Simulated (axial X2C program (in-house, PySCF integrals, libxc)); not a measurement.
BrAl: relativistic diatomic calculation

- system: BrAl, single determinant with Ω = 0. The distance is the PBE0 minimum at charge 0.
- method: expectation values, HF and Kohn-Sham, two-component X2C with atomic mean-field Coulomb and Gaunt terms, Br dyall-cv3z, Al dyall-v3z (cores contracted) (axial X2C program (in-house, PySCF integrals, libxc))

## The input
```
{"zs": [35, 13], "q": 0, "bas": ["dyall-cv3z", "dyall-v3z"], "r0": 2.4, "levels": ["PBE0", "HF", "PBE50", "PBE", "B3LYP"], "nst": 3}
```

The line is the task of a batch: nuclear charges, charge, bases, the levels to run, a first guess of the distance and further settings. This report covers the levels named above. The log is that of the reference distance, started from orbitals converged before.

Hardware: 1 thread of Arm Neoverse V2, 24 GiB of memory available, shared host.

The run was one of a batch that the task file lists, launched with:
```bash
python <driver script> task.json out
```

## Log
```
two-component X2C + atomic mean field  PBE0
basis functions 151  fitting functions 884  grid points 5081
iter        total energy     max residual
   1      -2847.943736890     3.84e-05
   2      -2847.943736893     2.30e-05
   3      -2847.943736899     2.69e-06
converged
one-electron -4166.88025996  Coulomb 1327.39466485  exact exchange -27.31810117  xc functional -83.90160748  nuclear repulsion 103.78259956  atomic mean-field constant -1.02103270
```

## Expectation values by level of theory

| quantity | PBE0 | HF | PBE50 | PBE | B3LYP |
| --- | --- | --- | --- | --- | --- |
| effective field for an electron dipole moment (GV/cm) | – | – | – | – | – |
| field gradient at the first nucleus (a.u.) | 1.23 | 1.27 | 1.31 | 1.13 | 1.15 |
| field gradient at the second nucleus (a.u.) | −0.851 | −0.898 | −0.864 | −0.833 | −0.864 |
| A∥/gI, first nucleus (MHz) | – | – | – | – | – |
| A∥/gI, second nucleus (MHz) | – | – | – | – | – |

Each column comes from one determinant, in a basis with contracted cores. A dash marks a value that vanishes by symmetry, wasn't computed or didn't converge. The spread over the levels shows only part of the uncertainty.

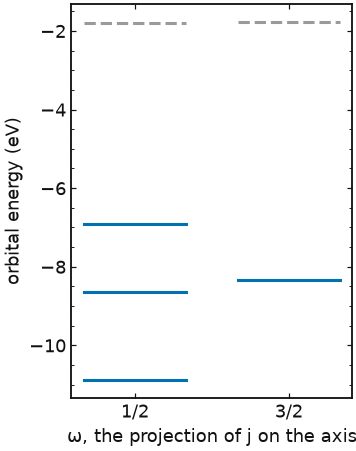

Orbital energies (PBE0) near the frontier at 2.32 Å, filled (solid) and empty (dashed); the Kramers partners at −ω are degenerate and not drawn. The highest filled spinor (1/2; 51 % Al s, 23 % Al p) lies at −6.93 eV, the lowest empty one (1/2; 90 % Al p, 5 % Br p) at −1.80 eV.

## Results in brief

| quantity | value |
| --- | --- |
| outcome | converged |
| wall time | 1.6 s |
| peak memory | 0.29 GiB |
